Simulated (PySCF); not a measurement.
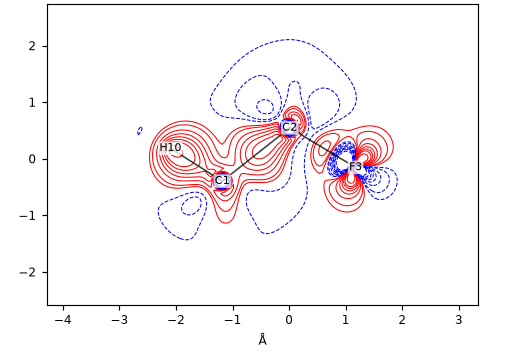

C3H3ClF2O, SMILES `CC(F)(F)C(=O)Cl`. Deformation density (molecule less spherical, spin-averaged free atoms) in the plane of C1, C2, F3 and H10; contours at ±0.05 to ±0.8 e/Å³; solid red lines: gain, dashed blue lines: loss.

Method: PBE0/aug-cc-pVDZ; geometry: GFN2-xTB; program: PySCF. No frequency check shows the geometry to be a minimum. GFN2-xTB bond lengths at metals and heavier atoms can be off by up to 0.1 Å and shapes distorted, which carries into these values.

Coordinates in Å:

```
C1       1.2335    0.6629    1.3023
C2       0.8416    0.1040   -0.0552
F3       0.7873    1.0926   -0.9842
F4       1.7826   -0.7644   -0.5043
C5      -0.5055   -0.6324    0.0213
O6      -0.6498   -1.7987    0.1451
Cl7     -1.8438    0.4848   -0.0136
H8       0.4844    1.3771    1.6319
H9       2.1961    1.1612    1.2076
H10      1.3156   -0.1513    2.0170
```

Question: Describe the bonding that the map shows.

Answer: C1–H10: +0.69 e/Å³ at the bond critical point (bond length 1.09 Å). C1–C2: +0.51 e/Å³ at the bond critical point (bond length 1.52 Å). C2–F3: 0.00 e/Å³ at the bond critical point (bond length 1.36 Å); up to 0.6 Å beside the axis the gain reaches +0.24 e/Å³. In all, 2.3 electrons gather in the regions of gain relative to the promolecule. A small or negative value marks a very polar bond, one between electron-rich atoms, whose free-atom densities already overlap strongly, a long bond to a heavier atom, or a closed-shell contact such as a hydrogen bond.

Question: Where do the Hirshfeld charges lie?

Answer: The highest Hirshfeld charge is on C2 (+0.17 e), the lowest on O6 (−0.18 e).
